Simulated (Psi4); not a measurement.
## Single-point calculation, with input and output: C₃H₇N

- system: C₃H₇N, multiplicity 3
- method: DSD-PBEP86/6-31G*, UKS (Psi4 1.11)

The geometry is that of the parent species in another charge or spin state. The geometry comes from this level: PBE0-D4/def2-TZVP.

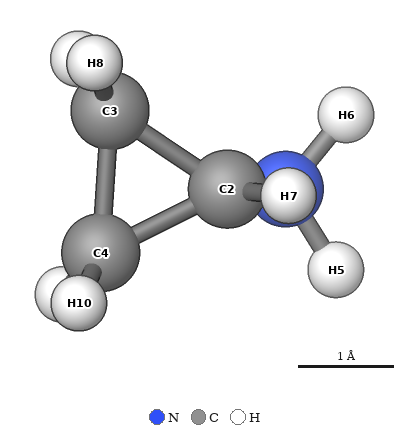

The input geometry (ball-and-stick view, seen at a tilt; atoms are numbered from 1 in the order of the input). Bond lengths as drawn: C–C 1.50 Å, C–H 1.08 to 1.09 Å, C–N 1.43 Å and H–N 1.01 Å.

**Results in brief**

| quantity | value |
| --- | --- |
| outcome | converged |
| total energy | −172.551719 hartree |
| SCF energy | −172.274826 hartree |
| basis functions | 70 |
| ⟨S²⟩ | 2.007 |
| hardware | 1 thread of Intel Xeon (Granite Rapids), 32 GiB of memory available, shared host |
| wall time | 23 s |
| peak memory | 1.4 GiB |

**Input file (c3h7n.inp)**
```
memory 2.2 GB

molecule {
  0 3
  N
  C 1 R2
  C 2 R3 1 A3
  C 2 R4 1 A4 3 D4
  H 1 R5 2 A5 3 D5
  H 1 R6 5 A6 2 D6
  H 2 R7 1 A7 5 D7
  H 3 R8 2 A8 7 D8
  H 3 R9 8 A9 2 D9
  H 4 R10 2 A10 7 D10
  H 4 R11 10 A11 2 D11

  R2 = 1.432445
  R3 = 1.495339
  A3 = 116.88573
  R4 = 1.49534
  A4 = 116.88517
  D4 = 68.41411
  R5 = 1.012392
  A5 = 111.06645
  D5 = -154.2781
  R6 = 1.012396
  A6 = 107.71392
  D6 = 121.82929
  R7 = 1.090401
  A7 = 118.34783
  D7 = 59.92836
  R8 = 1.082696
  A8 = 118.39021
  D8 = 2.10652
  R9 = 1.082533
  A9 = 115.36231
  D9 = -144.45673
  R10 = 1.082699
  A10 = 118.3906
  D10 = -2.10638
  R11 = 1.082533
  A11 = 115.36208
  D11 = 144.45678
  units angstrom
  symmetry c1
}

set globals {
  reference            uks
  puream               true
  e_convergence        1e-09
  d_convergence        1e-08
  scf_type             pk
  dft_radial_points    99
  dft_spherical_points 590
  num_frozen_docc      4
  maxiter              100
}

e = energy('dsd-pbep86/6-31G*')
```

Run as:
```bash
psi4 -i c3h7n.inp -o c3h7n.out -n 1
```

**Output**
```
Psi4 1.11 release

   => Loading Basis Set <=

    Name: 6-31G*
    Role: ORBITAL
    Keyword: BASIS

         ---------------------------------------------------------
                                   SCF
                              UKS Reference
                        1 Threads,   2098 MiB Core
         ---------------------------------------------------------

  ==> Geometry <==

    Molecular point group: c1
    Full point group: C1

    Geometry (in Angstrom), charge = 0, multiplicity = 3:

       Center              X                  Y                   Z               Mass
    ------------   -----------------  -----------------  -----------------  -----------------
         N           -0.295469377718     0.434651542853    -1.368554134501    14.003074004430
         C           -0.295469377718     0.434651542853     0.063890865499    12.000000000000
         C           -0.295469377718    -0.899056540748     0.740101980949    12.000000000000
         C            0.944708884181    -0.056016511343     0.740089397666    12.000000000000
         H            0.114545827339     1.285767528123    -1.732458892515     1.007825032230
         H           -1.237750353963     0.366591290389    -1.732449757803     1.007825032230
         H           -0.834957404264     1.228291572906     0.581638403120     1.007825032230
         H           -0.847577745747    -1.007225666632     1.665145989941     1.007825032230
         H           -0.303012292684    -1.765763086626     0.091533893656     1.007825032230
         H            1.248433901820     0.417580166771     1.665126923791     1.007825032230
         H            1.753392778623    -0.367872832079     0.091511190990     1.007825032230

  Running in c1 symmetry.

  Rotational constants: A =      0.55177  B =      0.22644  C =      0.19538 [cm^-1]
  Rotational constants: A =  16541.63524  B =   6788.37773  C =   5857.41301 [MHz]
  Nuclear repulsion =  125.756689201015021

  Charge       = 0
  Multiplicity = 3
  Electrons    = 32
  Nalpha       = 17
  Nbeta        = 15

  ==> Algorithm <==

  SCF Algorithm Type is PK.
  DIIS enabled.
  MOM disabled.
  Fractional occupation disabled.
  Guess Type is SAD.
  Energy threshold   = 1.00e-09
  Density threshold  = 1.00e-08
  Integral threshold = 1.00e-12

  ==> Primary Basis <==

  Basis Set: 6-31G*
    Blend: 6-31G*
    Number of shells: 38
    Number of basis functions: 70
    Number of Cartesian functions: 74
    Spherical Harmonics?: true
    Max angular momentum: 2

  ==> DFT Potential <==

   => LibXC <=

    Version 7.1.2

   => Composite Functional: DSD-PBEP86 <=

    DSD-PBEP86 SCS Double Hybrid XC Functional (not dispersion corrected)

    Deriv               =              1
    GGA                 =           TRUE
    Meta                =          FALSE

    Exchange Hybrid     =           TRUE
    MP2 Hybrid          =           TRUE

   => Exchange Functionals <=

    0.2800     XC_GGA_X_PBE

   => Exact (HF) Exchange <=

    0.7200               HF

   => Correlation Functionals <=

    0.4400     XC_GGA_C_P86

   => MP2 Correlation <=

    MP2 SCS Hybrid      =           TRUE
    MP2 OS Alpha        =       0.510000
    MP2 SS Alpha        =       0.360000

   => LibXC Density Thresholds  <==

    XC_GGA_C_P86:  1.00E-15
    XC_GGA_X_PBE:  1.00E-15

   => Molecular Quadrature <=

    Radial Scheme          =       TREUTLER
    Pruning Scheme         =           NONE
    Nuclear Scheme         =       TREUTLER

    Blocking Scheme        =         OCTREE
    BS radius alpha        =              1
    Pruning alpha          =              1
    Radial Points          =             99
    Spherical Points       =            590
    Total Points           =         600483
    Total Blocks           =           4296
    Max Points             =            256
    Max Functions          =             70
    Weights Tolerance      =       1.00E-15

  ==> Integral Setup <==

  Using in-core PK algorithm.
   Calculation information:
      Number of atoms:                  11
      Number of AO shells:              38
      Number of primitives:             88
      Number of atomic orbitals:        74
      Number of basis functions:        70

      Integral cutoff                 1.00e-12
      Number of threads:                 1

  Performing in-core PK
  Using 6177710 doubles for integral storage.
  We computed 271341 shell quartets total.
  Whereas there are 274911 unique shell quartets.

  ==> DiskJK: Disk-Based J/K Matrices <==

    J tasked:                  Yes
    K tasked:                  Yes
    wK tasked:                  No
    Memory [MiB]:              454
    Schwarz Cutoff:          1E-12

  Cached 100.0% of DFT collocation blocks in 1.093 [GiB].

  Minimum eigenvalue in the overlap matrix is 4.4520053213E-03.
  Reciprocal condition number of the overlap matrix is 8.0747890487E-04.
    Using symmetric orthogonalization.

  ==> Pre-Iterations <==

  SCF Guess: Superposition of Atomic Densities via on-the-fly atomic UHF (no occupation information).

   -------------------------
    Irrep   Nso     Nmo
   -------------------------
     A         70      70
   -------------------------
    Total      70      70
   -------------------------

  ==> Iterations <==

                        Total Energy        Delta E     RMS |[F,P]|

   @UKS iter SAD:  -172.15431558330403   -1.72154e+02   0.00000e+00
   @UKS iter   1:  -171.99547520031092    1.58840e-01   7.79825e-03 ADIIS/DIIS
   @UKS iter   2:  -171.89350011115911    1.01975e-01   1.06473e-02 ADIIS/DIIS
   @UKS iter   3:  -172.23231113379114   -3.38811e-01   2.50225e-03 ADIIS/DIIS
   @UKS iter   4:  -172.25702619561423   -2.47151e-02   1.03440e-03 ADIIS/DIIS
   @UKS iter   5:  -172.26950756018340   -1.24814e-02   5.97433e-04 ADIIS/DIIS
   @UKS iter   6:  -172.27398499653242   -4.47744e-03   2.00095e-04 ADIIS/DIIS
   @UKS iter   7:  -172.27475420687637   -7.69210e-04   7.56691e-05 DIIS
   @UKS iter   8:  -172.27480780060236   -5.35937e-05   3.70842e-05 DIIS
   @UKS iter   9:  -172.27482295511140   -1.51545e-05   1.58110e-05 DIIS
   @UKS iter  10:  -172.27482585632879   -2.90122e-06   5.71009e-06 DIIS
   @UKS iter  11:  -172.27482621557078   -3.59242e-07   2.20409e-06 DIIS
   @UKS iter  12:  -172.27482628277986   -6.72091e-08   7.60930e-07 DIIS
   @UKS iter  13:  -172.27482629153855   -8.75869e-09   2.54191e-07 DIIS
   @UKS iter  14:  -172.27482629266584   -1.12729e-09   9.51562e-08 DIIS
   @UKS iter  15:  -172.27482629278481   -1.18973e-10   3.46639e-08 DIIS
   @UKS iter  16:  -172.27482629280397   -1.91562e-11   1.91245e-08 DIIS
   @UKS iter  17:  -172.27482629281488   -1.09139e-11   1.26961e-08 DIIS
   @UKS iter  18:  -172.27482629282139   -6.50857e-12   7.45791e-09 DIIS
  Energy and wave function converged.

  ==> Post-Iterations <==

   Electrons on quadrature grid:
      Nalpha   =   16.9999983485 ; deviation = -1.652e-06
      Nbeta    =   14.9999990986 ; deviation = -9.014e-07
      Ntotal   =   31.9999974471 ; deviation = -2.553e-06

   @Spin Contamination Metric:   6.602782322E-03
   @S^2 Expected:                2.000000000E+00
   @S^2 Observed:                2.006602782E+00
   @S   Expected:                1.000000000E+00
   @S   Observed:                1.000000000E+00

    Orbital Energies [Eh]
    ---------------------

    Alpha Occupied:

       1A    -15.233268     2A    -10.921468     3A    -10.877514
       4A    -10.877012     5A     -1.210350     6A     -1.057713
       7A     -0.777462     8A     -0.775103     9A     -0.692308
      10A     -0.669011    11A     -0.618892    12A     -0.566405
      13A     -0.521315    14A     -0.488537    15A     -0.406295
      16A     -0.404842    17A     -0.041461

    Alpha Virtual:

      18A      0.175526    19A      0.185856    20A      0.190207
      21A      0.235398    22A      0.243970    23A      0.245077
      24A      0.310628    25A      0.331849    26A      0.345483
      27A      0.369366    28A      0.585850    29A      0.654957
      30A      0.658356    31A      0.683276    32A      0.738972
      33A      0.759175    34A      0.774611    35A      0.793097
      36A      0.821992    37A      0.868968    38A      0.876813
      39A      1.011700    40A      1.023420    41A      1.035003
      42A      1.043521    43A      1.049283    44A      1.101230
      45A      1.104255    46A      1.113350    47A      1.257329
      48A      1.387645    49A      1.446929    50A      1.449566
      51A      1.702796    52A      1.769766    53A      1.867618
      54A      1.960839    55A      2.017108    56A      2.026193
      57A      2.088956    58A      2.103445    59A      2.299372
      60A      2.320083    61A      2.352314    62A      2.396813
      63A      2.483941    64A      2.615959    65A      2.637074
      66A      2.699434    67A      2.773791    68A      2.825583
      69A      2.901543    70A      3.000440

    Beta Occupied:

       1A    -15.192932     2A    -10.922344     3A    -10.877058
       4A    -10.876562     5A     -1.135060     6A     -1.019721
       7A     -0.773997     8A     -0.750641     9A     -0.658823
      10A     -0.634921    11A     -0.602637    12A     -0.529455
      13A     -0.487596    14A     -0.410301    15A     -0.400599

    Beta Virtual:

      16A     -0.047499    17A      0.174595    18A      0.198283
      19A      0.220712    20A      0.228963    21A      0.243421
      22A      0.254574    23A      0.274961    24A      0.313006
      25A      0.340589    26A      0.349089    27A      0.395344
      28A      0.595785    29A      0.664376    30A      0.667617
      31A      0.710552    32A      0.752134    33A      0.775150
      34A      0.795103    35A      0.813118    36A      0.874579
      37A      0.886141    38A      0.900759    39A      1.021494
      40A      1.039524    41A      1.043455    42A      1.069041
      43A      1.091219    44A      1.102881    45A      1.116195
      46A      1.152057    47A      1.274616    48A      1.417566
      49A      1.454029    50A      1.466793    51A      1.733613
      52A      1.785319    53A      1.915680    54A      1.999450
      55A      2.021114    56A      2.028651    57A      2.099255
      58A      2.107052    59A      2.309188    60A      2.344575
      61A      2.399170    62A      2.411638    63A      2.485889
      64A      2.642654    65A      2.650413    66A      2.700440
      67A      2.777975    68A      2.844491    69A      2.925052
      70A      3.002011

    Final Occupation by Irrep:
              A
    DOCC [    15 ]
    SOCC [     2 ]
    NA   [    17 ]
    NB   [    15 ]

  @UKS Final Energy:  -172.27482629282139

   => Energetics <=

    Nuclear Repulsion Energy =            125.7566892010150212
    One-Electron Energy =                -479.3863012198468141
    Two-Electron Energy =                 188.7143741762521074
    DFT Exchange-Correlation Energy =      -7.3595884502417244
    Empirical Dispersion Energy =           0.0000000000000000
    VV10 Nonlocal Energy =                  0.0000000000000000
    Total Energy =                       -172.2748262928213876

  UHF NO Occupations:
  HONO-2 :   15  A 1.9987302
  HONO-1 :   16  A 1.0000000
  HONO-0 :   17  A 1.0000000
  LUNO+0 :   18  A 0.0012698
  LUNO+1 :   19  A 0.0009666
  LUNO+2 :   20  A 0.0005542
  LUNO+3 :   21  A 0.0004606

Computation Completed

Properties will be evaluated at   0.000000,   0.000000,   0.000000 [a0]

Properties computed using the SCF density matrix

 Multipole Moments:

 ------------------------------------------------------------------------------------
     Multipole            Electronic (a.u.)      Nuclear  (a.u.)        Total (a.u.)
 ------------------------------------------------------------------------------------

 L = 1.  Multiply by 2.5417464519 to convert [e a0] to [Debye]
 Dipole X            :          0.3859749           -0.0993810            0.2865939
 Dipole Y            :         -0.5678376            0.1462662           -0.4215714
 Dipole Z            :          0.3946717            0.5946255            0.9892972
 Magnitude           :                                                    1.1129095

 ------------------------------------------------------------------------------------

	total time  =         21 seconds =       0.35 minutes

   => Loading Basis Set <=

    Name: (6-31G* AUX)
    Role: RIFIT
    Keyword: DF_BASIS_MP2

	 --------------------------------------------------------
	                          DF-MP2
	      2nd-Order Density-Fitted Moller-Plesset Theory
	              UMP2 Wavefunction,   1 Threads

	 --------------------------------------------------------

	 --------------------------------------------------------
	                 NBF =    70, NAUX =   322
	 --------------------------------------------------------
	   CLASS    FOCC     OCC    AOCC    AVIR     VIR    FVIR
	   ALPHA       4      17      13      53      53       0
	    BETA       4      15      11      55      55       0
	 --------------------------------------------------------

	-----------------------------------------------------------
	 ==================> DF-MP2 Energies <====================
	-----------------------------------------------------------
	 Reference Energy          =    -172.2748262928213876 [Eh]
	 Singles Energy            =      -0.0000000000000000 [Eh]
	 Same-Spin Energy          =      -0.1493634927749919 [Eh]
	 Opposite-Spin Energy      =      -0.4374939007941755 [Eh]
	 Correlation Energy        =      -0.5868573935691673 [Eh]
	 Total Energy              =    -172.8616836863905633 [Eh]
	-----------------------------------------------------------
	 ================> DF-SCS-MP2 Energies <==================
	-----------------------------------------------------------
	 SCS Same-Spin Scale       =       0.3600000000000000 [-]
	 SCS Opposite-Spin Scale   =       0.5100000000000000 [-]
	 SCS Same-Spin Energy      =      -0.0537708573989971 [Eh]
	 SCS Opposite-Spin Energy  =      -0.2231218894050295 [Eh]
	 SCS Correlation Energy    =      -0.5747805118780078 [Eh]
	 SCS Total Energy          =    -172.8496068046993912 [Eh]
	-----------------------------------------------------------

    DSD-PBEP86 Energy Summary
    -------------------------
    DFT Reference Energy                  =  -172.2748262928213876
    Scaled MP2 Correlation                =    -0.2768927468040266
    @Final double-hybrid DFT total energy =  -172.5517190396254250

	total time  =          0 seconds =       0.00 minutes

    Psi4 run time: 0:00:21.37
```
